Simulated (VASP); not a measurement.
Band structure of Ru (space group P6_3/mmc). These are PBEsol GGA, VASP's PBE PAW potentials (set 64) (plane waves; VASP) values and carry that method's errors.

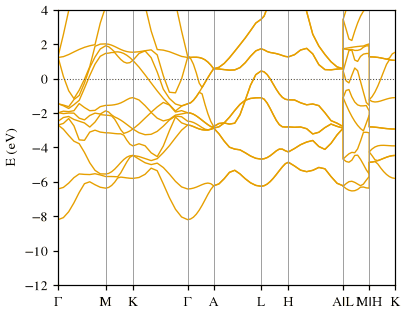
*Bands along high-symmetry lines, zero at the valence-band maximum or, without a gap, the Fermi level*

### Question
Read the plot: is there a gap, and where are the band edges?

### Answer
It has no gap at this level: it comes out as a metal or semimetal. (Edges off the drawn lines would not show.)

The structure comes from a measured Ru entry (P6_3/mmc) of the Crystallography Open Database, whose conditions weren't checked. It was relaxed first.
